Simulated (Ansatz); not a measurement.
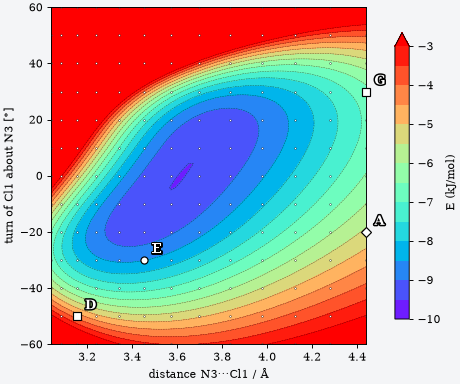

The pair Cl···N₂, charge −1. The turn is about an axis along (−0.56, 0.83, −0.00) in the frame of the relaxed pair, normal to the line between the partners. The first coordinate is: distance N3···Cl1; the second: turn of Cl1 about N3. Grid: 13 × 13 points. Points are written as (first, second). Energies are in kJ/mol, from the ion and the molecule far apart, frozen as in the relaxed pair, each in its own basis (no counterpoise correction). These are results of Ansatz 0.2.0, RKS PBE0-D4/def2-TZVPD, not measurements.

In the figure: filled contours, dots at the grid points, one colour for all values above the top of the scale, lettered points. Between grid points the surface is interpolated.

Is E the lowest point of the computed grid?

Answer. No. E lies 1.0 kJ/mol above the lowest grid point, which is at (3.698 Å, 10°).

What kind of point is each of D, E: minimum, saddle, maximum or slope?

Answer. D: on a slope; E: on a slope. (In these two coordinates alone; a stationary point may lie a little off the grid point.)

Rank the lettered points by energy, lowest first.

Answer. E (−8.5 kJ/mol), G (−6.6 kJ/mol), A (−5.4 kJ/mol), D (−4.2 kJ/mol).
